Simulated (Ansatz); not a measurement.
BN$_{2}$H$_{5}$: several calculations on one system

## 1. Relaxation

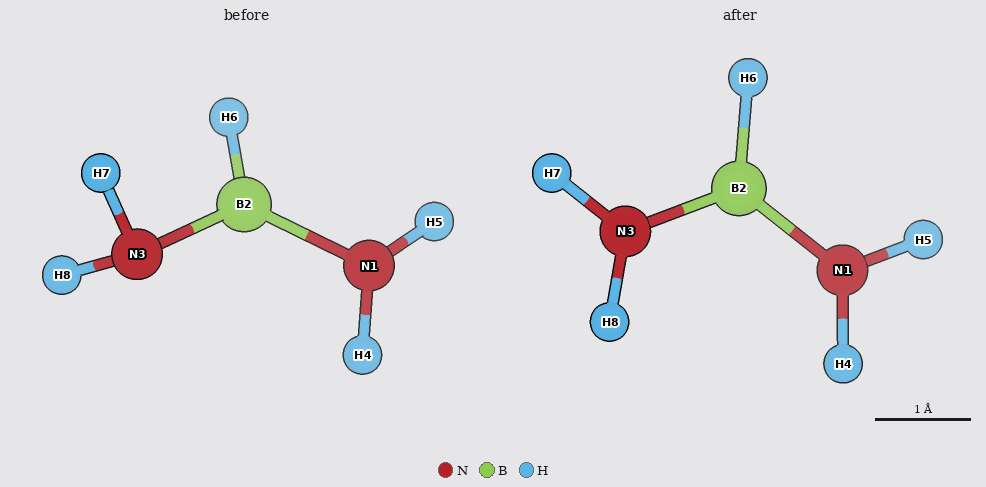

The structure of BN$_{2}$H$_{5}$ before (left) and after (right) a relaxation, at one scale.

The picture is a ball-and-stick view, seen at a tilt.

The run prepares an end point of a later path (inversion) calculation, from a guessed geometry.

Level of theory: RKS r2SCANh/def2-SVPD (Ansatz).

Input file:
```yaml
crystal:
  periodic: [false, false, false]
  atoms:
    - { symbol: "N", position_ang: [-0.7481, 0.6081, -0.9762] }
    - { symbol: B, position_ang: [0.075, 0.2593, 0.1922] }
    - { symbol: "N", position_ang: [0.8331, -1.0366, 0.1427] }
    - { symbol: H, position_ang: [-1.4727, -0.0591, -1.0671] }
    - { symbol: H, position_ang: [-1.2636, 1.5464, -0.76] }
    - { symbol: H, position_ang: [0.1569, 0.9882, 1.1346] }
    - { symbol: H, position_ang: [1.8983, -0.787, 0.2929] }
    - { symbol: H, position_ang: [0.6133, -1.5766, 0.9851] }
basis:
  gaussian: { orbitals: def2-SVPD }
hamiltonian:
  xc: r2scanh
relax:
  f_tol: 0.015
  max_steps: 40
```

Command:
```bash
ansatz run input.yaml --threads 2 --pin off --max-ram 3072MiB --backend cpu --events-out ev --progress --plain --runs-dir out
```

Question: What changed between the two?

Answer: The largest move after the best rigid fit is that of H8, 1.02 Å. Largest moves by element: H 1.02 Å, N 0.44 Å, B 0.17 Å. Some distances before and after: N3–H7 1.104 → 1.006 Å, B2–N3 1.502 → 1.413 Å, N1–H5 1.092 → 1.006 Å, N1–B2 1.471 → 1.413 Å. Among the angles between lasting bonds that change: B2–N3–H7 106.7° → 122.3°, B2–N1–H4 108.8° → 124.2°, B2–N1–H5 108.1° → 122.3°. The energy falls by 37.0 kcal/mol in 11 accepted moves (12 points after the start). The largest force component goes from 3.2 to 0.00046 eV/Å. The line search rejected the trial step at point 10 of the run. The run took 27 s on 2 threads of Arm Neoverse V1, on a shared host, peak memory 0.17 GiB.

## 2. Relaxation

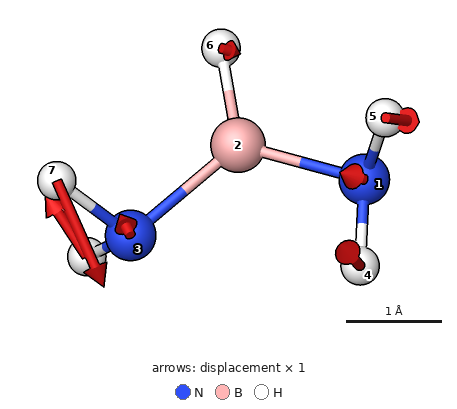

This is a relaxation of BN$_{2}$H$_{5}$. The starting structure is drawn; red arrows show the displacements, at their true length. The two geometries are superimposed by the best rigid fit.

Style: ball-and-stick. Shown at a tilt.

The run prepares an end point of a later path (inversion) calculation, from a guessed geometry.

The calculation used RKS r2SCANh/def2-SVPD in Ansatz.

The input:
```yaml
crystal:
  periodic: [false, false, false]
  atoms:
    - { symbol: "N", position_ang: [-0.7481, 0.6081, -0.9762] }
    - { symbol: B, position_ang: [0.075, 0.2593, 0.1922] }
    - { symbol: "N", position_ang: [0.8331, -1.0366, 0.1427] }
    - { symbol: H, position_ang: [-0.74819, -0.15465, -1.60602] }
    - { symbol: H, position_ang: [-0.24486, 1.41204, -1.51778] }
    - { symbol: H, position_ang: [0.1569, 0.9882, 1.1346] }
    - { symbol: H, position_ang: [1.8983, -0.787, 0.2929] }
    - { symbol: H, position_ang: [0.6133, -1.5766, 0.9851] }
basis:
  gaussian: { orbitals: def2-SVPD }
hamiltonian:
  xc: r2scanh
relax:
  f_tol: 0.015
  max_steps: 40
```

Command:
```bash
ansatz run input.yaml --threads 2 --pin off --max-ram 3072MiB --backend cpu --events-out ev --progress --plain --runs-dir out
```

Atoms of which element are displaced furthest, and by how much?

Answer. Hydrogen: up to 1.25 Å, against 0.43 Å for nitrogen.

Describe the change and its energy.

Answer. H7 moves most after the best rigid fit: 1.25 Å. By element the largest moves are H 1.25 Å, N 0.43 Å, B 0.06 Å. Near-neighbour distances that change, for instance: N3–H7 1.104 → 1.009 Å, B2–N3 1.502 → 1.413 Å, N1–H5 1.092 → 1.006 Å, N1–B2 1.471 → 1.413 Å. Among the angles between lasting bonds that change: B2–N3–H7 106.7° → 124.1°, B2–N1–H4 108.8° → 124.1°, B2–N1–H5 108.1° → 122.3°. After 12 geometry steps the energy has fallen by 38.8 kcal/mol. Largest force component: 2.7 eV/Å at the start, 0.0038 eV/Å at the end.

## 3. Path

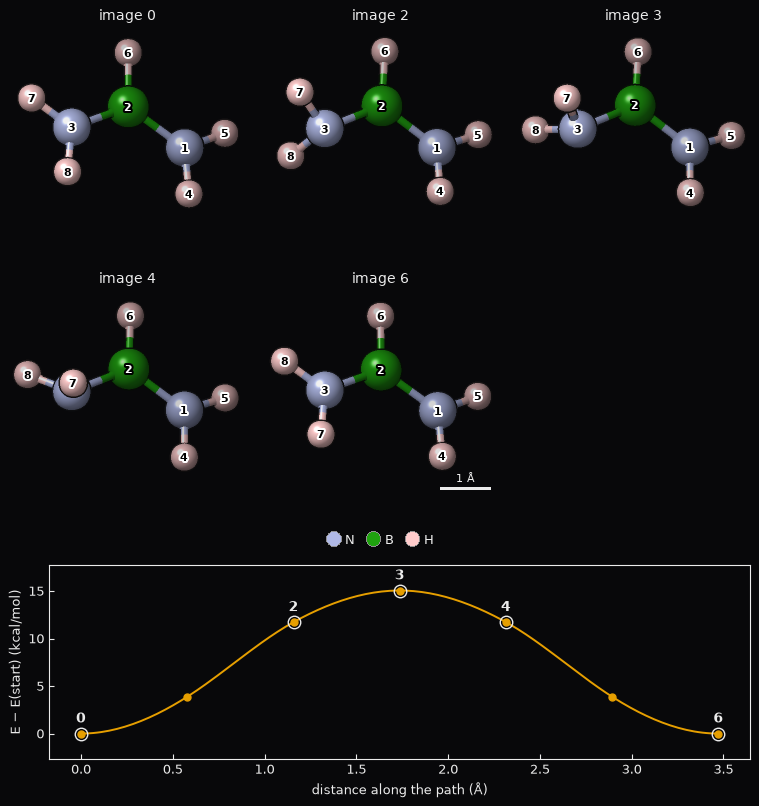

NEB run on BN2H5. Images are numbered from 0 (start) to 6 (end). A ball-and-stick model, seen at a tilt.

Method: RKS r2SCANh/def2-SVPD in Ansatz 0.2.0. Run with 5 movable images; climbing image; force threshold 0.03 eV/Å; iteration limit 60; starting path through a guess of the saddle point.

Read off the barrier and say what moves.

The two ends have the same energy, and the highest point, image 3, lies 15.1 kcal/mol above the start. The motion is an umbrella inversion at N1. No bond forms or breaks between the ends. Bond angles that change up to the highest image, for instance: B2–N3–H8 124.2° → 111.8°, B2–N3–H7 122.3° → 111.8°. The band converged in 9 iterations. The largest component of the band force went from 76 to 0.016 eV/Å. The climbing image converged on the top of the path. Its vibrational analysis gives one imaginary mode (430i cm⁻¹), as a transition state must have.
